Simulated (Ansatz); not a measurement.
# triplet BH2SF: levels of theory compared

Aim: a comparison of 6 runs (U-wB97M-V/STO-3G, UCAM-B3LYP/STO-3G, UHSE06/STO-3G, UBCCD(T)/STO-3G, UCCSD/STO-3G, UCCSD(T)/STO-3G) of triplet BH2SF. 

Program for the calculation: Ansatz 0.2.0.

65 further runs of the same task are left out: 65 set aside as unsound or not needed.

### 1 Starting point

BH2SF has 5 atoms, charge 0, and is taken as a triplet. As SMILES of the parent species, `FBS`. The shape is that of a PBE0-D4/def2-TZVP optimisation. This is one conformer, not always the lowest. That shape belongs to the parent species and isn't relaxed for this state.

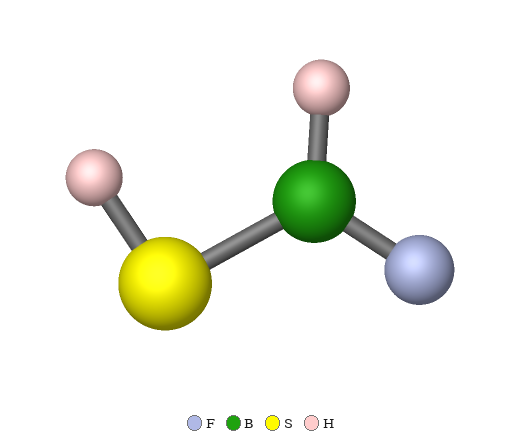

Viewed from a chosen angle; fluorine light blue, boron green, sulfur yellow, hydrogen pink.

### 2 A single-point energy at U-wB97M-V/STO-3G (run 1)

Input file in.yaml:

```yaml
basis:
  gaussian: {orbitals: STO-3G}
crystal:
  periodic: [false, false, false]
  atoms:
    - symbol: F
      position_ang: [-1.119100, -0.905900, -1.069200]
    - symbol: B
      position_ang: [-0.412800, -0.339100, -0.106100]
    - symbol: S
      position_ang: [0.972400, 0.698600, -0.579400]
    - symbol: H
      position_ang: [-0.712000, -0.530900, 1.033700]
    - symbol: H
      position_ang: [1.321400, 1.003700, 0.679600]
magnetization: {spin_polarized: true, initial_magnetization: 2}
hamiltonian: {xc: {name: wB97M-V}}
accuracy: high
```

The run is started by

```sh
$ ansatz run in.yaml --threads 1 --pin off --max-ram 2610MiB --events-out events.jsonl --progress --plain --runs-dir runs
```

Log:

```text
Warning: RAYON_NUM_THREADS=1 ignored (pool sized by the plan → 1); use --threads N
Functional definition: wB97M-V
  name "wB97M-V"
  parameter omega = 0.3/bohr
  parameter cx = 0.15
  parameter cx01 = 1.007
  parameter cx10 = 0.259
  parameter css00 = 0.443
  parameter css04 = -1.437
  parameter css10 = -4.535
  parameter css20 = -3.390
  parameter css43 = 4.278
  parameter cos00 = 1.000
  parameter cos10 = 1.358
  parameter cos20 = 2.924
  parameter cos21 = -8.812
  parameter cos60 = -1.390
  parameter cos61 = 9.142
  parameter b = 6.0
  parameter c = 0.01
  gx(w, u) = 1 - cx + cx01*u + cx10*w
  gss(w, u) = css00 + css04*u^4 + css10*w + css20*w^2 + css43*w^4*u^3
  gos(w, u) = cos00 + cos10*w + (cos20 + cos21*u)*w^2 + (cos60 + cos61*u)*w^6
  exchange = spin_sum(e_x_unif_sr(omega)*gx(b97_w, b97_u_x)) + cx*exact_x_sr(omega) + exact_x_lr(omega)
  correlation = spin_sum(e_c_pw_mod_same_spin*gss(b97_w, b97_u_same))
      + integral(e_c_pw_mod_opposite_spin*gos(b97_w_opposite, b97_u_opposite)) + vv10(b, c)
371 factors; integrals over basis functions are off by at most 2.9e-8 eV
152 factors; integrals over basis functions are off by at most 9.2e-10 eV
mean field evaluation 1: about -14087.9795 eV, gradient 1.2e1 eV
mean field evaluation 2: about -14088.9568 eV, gradient 9.8e0 eV
mean field evaluation 4: about -14089.5557 eV, gradient 3.0e-1 eV
mean field evaluation 8: about -14089.5396 eV, gradient 2.2e-2 eV
mean field evaluation 16: about -14089.5457 eV, gradient 2.3e0 eV
mean field evaluation 32: about -14089.5562 eV, gradient 2.3e0 eV
mean field -14089.60865822 eV, -517.7835679097 hartree, gradient 2.6e-8 eV, S^2 2.001865; 2 other end points of the search recorded, 0 dependent functions left out
reference -14089.60866028 eV, -517.7835679856 hartree; 17, 15 occupied and 4, 6 virtual orbitals, 371 factors
Total energy: -14089.60866028 eV, -517.7835679856 hartree
```

It took 53 s on 1 thread of Arm Neoverse V1, shared host; peak memory 0.52 GiB.

### 3 The energy at UCAM-B3LYP/STO-3G (run 2)

Input file job.yaml:

```yaml
basis:
  gaussian:
    orbitals: STO-3G
crystal:
  periodic: [false, false, false]
  atoms:
    - {symbol: F, position_ang: [-1.119100, -0.905900, -1.069200]}
    - {symbol: B, position_ang: [-0.412800, -0.339100, -0.106100]}
    - {symbol: S, position_ang: [0.972400, 0.698600, -0.579400]}
    - {symbol: H, position_ang: [-0.712000, -0.530900, 1.033700]}
    - {symbol: H, position_ang: [1.321400, 1.003700, 0.679600]}
total_charge: 0
magnetization:
  spin_polarized: true
  initial_magnetization: 2
hamiltonian:
  xc: {name: CAM-B3LYP}
accuracy: high
```

The run is started by

```sh
$ ansatz run job.yaml --threads 1 --pin off --max-ram 2610MiB --events-out events.jsonl --progress --plain --runs-dir runs
```

Log, cut to the lines that bear on the results:

```text
Warning: RAYON_NUM_THREADS=1 ignored (pool sized by the plan → 1); use --threads N
Functional definition: CAM-B3LYP
  name "CAM-B3LYP"
[...]
371 factors; integrals over basis functions are off by at most 2.9e-8 eV
162 factors; integrals over basis functions are off by at most 1.4e-9 eV
[...]
mean field -14086.96562735 eV, -517.6864383168 hartree, gradient 1.6e-8 eV, S^2 2.002412; 2 other end points of the search recorded, 0 dependent functions left out
reference -14086.96563912 eV, -517.6864387494 hartree; 17, 15 occupied and 4, 6 virtual orbitals, 371 factors
Total energy: -14086.96563912 eV, -517.6864387494 hartree
```

It took 5.4 s on 1 thread of Arm Neoverse V1, shared host; peak memory 0.13 GiB.

### 4 A single-point energy at UHSE06/STO-3G (run 3)

Input file in.yaml:

```yaml
basis:
  gaussian:
    orbitals: STO-3G
crystal:
  periodic: [false, false, false]
  atoms:
    - {symbol: F, position_ang: [-1.119100, -0.905900, -1.069200]}
    - {symbol: B, position_ang: [-0.412800, -0.339100, -0.106100]}
    - {symbol: S, position_ang: [0.972400, 0.698600, -0.579400]}
    - {symbol: H, position_ang: [-0.712000, -0.530900, 1.033700]}
    - {symbol: H, position_ang: [1.321400, 1.003700, 0.679600]}
hamiltonian:
  xc: hse06
accuracy: high
magnetization:
  spin_polarized: true
  initial_magnetization: 2
```

The run is started by

```sh
$ ansatz run in.yaml --threads 1 --pin off --max-ram 2610MiB --events-out events.jsonl --progress --plain --runs-dir runs
```

Log:

```text
Warning: RAYON_NUM_THREADS=1 ignored (pool sized by the plan → 1); use --threads N
Functional definition: HSE06
  name "HSE06"
  parameter a = 0.25
  parameter omega = 0.11/bohr
  exchange = pbe_x - a*pbe_x_sr(omega) + a*exact_x_sr(omega)
  correlation = pbe_c
371 factors; integrals over basis functions are off by at most 2.9e-8 eV
57 factors; integrals over basis functions are off by at most 1.3e-9 eV
mean field evaluation 1: about -14080.7360 eV, gradient 1.1e1 eV
mean field evaluation 2: about -14060.5207 eV, gradient 3.7e1 eV
mean field evaluation 4: about -14081.9167 eV, gradient 2.6e0 eV
mean field evaluation 8: about -14081.9979 eV, gradient 1.7e-1 eV
mean field evaluation 16: about -14082.0866 eV, gradient 1.8e-1 eV
mean field evaluation 32: about -14082.0884 eV, gradient 1.6e-1 eV
mean field -14082.09265614 eV, -517.5073599280 hartree, gradient 4.5e-8 eV, S^2 2.002583; 6 other end points of the search recorded, 0 dependent functions left out
reference -14082.09265777 eV, -517.5073599877 hartree; 17, 15 occupied and 4, 6 virtual orbitals, 371 factors
Total energy: -14082.09265777 eV, -517.5073599877 hartree
```

Run time: 5.4 s. Hardware: 1 thread of Arm Neoverse V1, shared host; peak memory 0.13 GiB.

Runs 4 to 5 aren't shown in full; the table further down has their settings and results.

### 5 The energy at UCCSD(T)/STO-3G (run 6)

Input file in.yaml:

```yaml
crystal:
  periodic: [false, false, false]
  atoms:
    - symbol: F
      position_ang: [-1.119100, -0.905900, -1.069200]
    - symbol: B
      position_ang: [-0.412800, -0.339100, -0.106100]
    - symbol: S
      position_ang: [0.972400, 0.698600, -0.579400]
    - symbol: H
      position_ang: [-0.712000, -0.530900, 1.033700]
    - symbol: H
      position_ang: [1.321400, 1.003700, 0.679600]
basis:
  gaussian:
    orbitals: STO-3G
scf:
  omitted_lower_state_checks: [cluster_reference, increment]
correlation:
  method: ccsd_t
  frozen_orbitals: {B: 1, F: 1, H: 0, S: 5}
magnetization:
  spin_polarized: true
  initial_magnetization: 2
accuracy: high
```

The run is started by

```sh
$ ansatz run in.yaml --threads 1 --pin off --max-ram 2610MiB --events-out events.jsonl --progress --plain --runs-dir runs
```

Log:

```text
Warning: RAYON_NUM_THREADS=1 ignored (pool sized by the plan → 1); use --threads N
[... 12 lines left out ...]
7 core orbitals not correlated: weight in the atoms' cores, before any rotation towards them, 1.000 or more for the frozen orbitals, at most 0.000 for the correlated occupied ones
[... 36 lines left out ...]
Total energy: -14059.98826740 eV, -516.6950386246 hartree
Checks for a lower state left out: cluster_reference, increment
```

Run time: 0.44 s. Hardware: 1 thread of Arm Neoverse V1, shared host.

### 6 Overview of the runs

| run | level | frozen core orbitals | energy (Eh) | ⟨S²⟩ | wall time |
| --- | --- | --- | --- | --- | --- |
| 1 | U-wB97M-V/STO-3G | – | -517.783568 | 2.002 | 53 s |
| 2 | UCAM-B3LYP/STO-3G | – | -517.686439 | 2.002 | 5.4 s |
| 3 | UHSE06/STO-3G | – | -517.507360 | 2.003 | 5.4 s |
| 4 | UBCCD(T)/STO-3G | 7 | -516.694912 | 2.014 | 0.52 s |
| 5 | UCCSD/STO-3G | 7 | -516.692677 | 2.014 | 0.42 s |
| 6 | UCCSD(T)/STO-3G | 7 | -516.695039 | 2.014 | 0.44 s |

### 7 Outcome

```
                                          quantity          value
                               run 6: total energy  -516.69504 Eh
run 6: correlation energy (7 core orbitals frozen)      -90.8 mEh
                             run 6: (T) correction      -2.36 mEh
          run 6: ⟨S²⟩ of the reference determinant          2.014
                              run 6: T1 diagnostic          0.024
```

What this shows: Totals of different functionals can't be ranked against each other. In runs 1, 2, 3, 4, 5, 6 the basis is minimal, so the values are rough. All runs together took 65 s, the longest 53 s.
